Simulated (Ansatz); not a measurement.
# Cl2GeH2O2: basis-set convergence

Aim: see how fast density functionals converge with the basis set for Cl2GeH2O2.

Method: one geometry, several basis sets; program: Ansatz 0.2.0, Gaussian basis.

Levels to be run: PBE0-D4/def2-SVP; ωB97M-V/def2-SVP; PBE0-D4/def2-QZVPP; ωB97M-V/def2-QZVPP; the functionals' def2-TZVPP values are taken from earlier runs.

## 1. The geometry

An earlier PBE0-D4 in a triple-zeta def2 set relaxation fixed the geometry.

7 atoms, charge 0, spin multiplicity 1.

Atoms are counted from 1 here; the program's logs count them from 0.

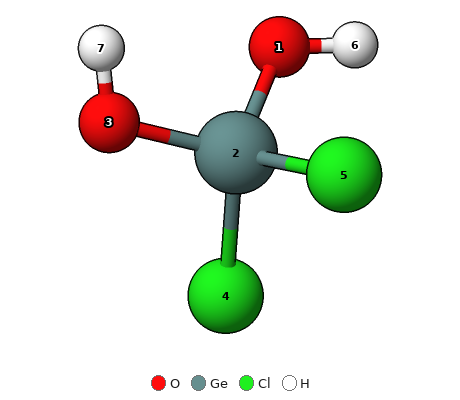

The structure; oxygen red, germanium teal, chlorine green, hydrogen white; atoms are numbered from 1 in the order of the file.

## 2. PBE0-D4 in def2-SVP

The input, in.yaml:

```yaml
crystal:
  periodic: [false, false, false]
  atoms:
    - {symbol: O, position_ang: [-0.910255, 0.272510, 1.132918]}
    - {symbol: Ge, position_ang: [-0.014249, -0.055823, -0.336130]}
    - {symbol: O, position_ang: [1.267134, -1.165640, 0.071004]}
    - {symbol: Cl, position_ang: [-1.192298, -0.987442, -1.826264]}
    - {symbol: Cl, position_ang: [0.724354, 1.785792, -1.119753]}
    - {symbol: H, position_ang: [-1.437481, 1.074931, 1.084794]}
    - {symbol: H, position_ang: [1.623995, -0.992329, 0.947730]}
basis:
  gaussian: {orbitals: def2-SVP}
hamiltonian: {xc: pbe0, dispersion: d4}
output: {orbitals: {seedname: orbitals}}
```

Started as:

```console
ansatz run in.yaml --threads 4 --pin off --events-out ev --progress --plain --max-ram 10444MiB
```

After this run come: ωB97M-V in def2-SVP; PBE0-D4 in def2-QZVPP; ωB97M-V in def2-QZVPP.

**Question.** What will the summary of the whole plan be? Wanted: PBE0-D4: double and triple zeta above quadruple; ωB97M-V: double and triple zeta above quadruple.

**Answer**, as computed:

```
                                       quantity           value
PBE0-D4: double and triple zeta above quadruple  23.36, 2.20 eV
ωB97M-V: double and triple zeta above quadruple  23.24, 2.12 eV
```

For PBE0-D4 the step from double to triple zeta gains 21.15 eV and the next only 2.20 eV. Total energies overstate the basis error of differences, where much of it tends to cancel. The LUMO of ωB97M-V is positive and keeps falling with the basis (1.32 to 0.60 eV): an unbound level that the basis holds in place.
